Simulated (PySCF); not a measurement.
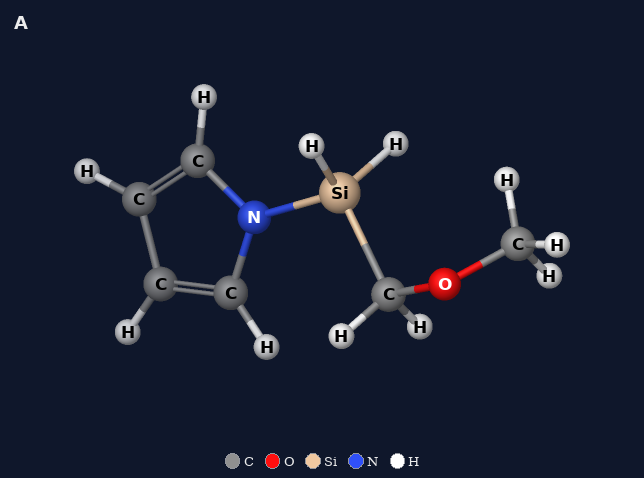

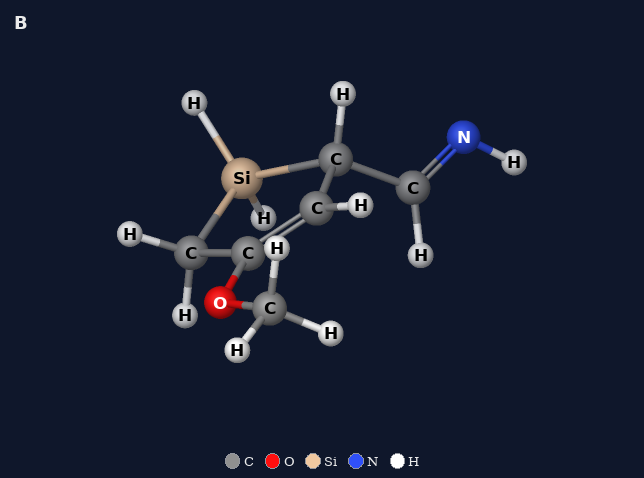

2 stationary structures of one formula. Geometries: GFN2-xTB. Electronic energies: PBE0/pcSseg-1 (PySCF 2.14.0), without zero-point energy. No frequency run is at hand to confirm each as a minimum. Each is one conformer, not always the lowest.

### How are they related?

They are constitutional isomers of C6H11NOSi: A `COC[SiH2]n1cccc1`, B `[H]/N=C/[C@@H]1C=C(OC)C[SiH2]1`.

### Which is lowest in energy, and by how much?

A is lowest; B lies 14.6 kcal/mol above it.

The geometry is semi-empirical. Around Si such bond lengths and angles can be off by a tenth of an ångström or more and by several degrees, and values that hang on the shape move with them.
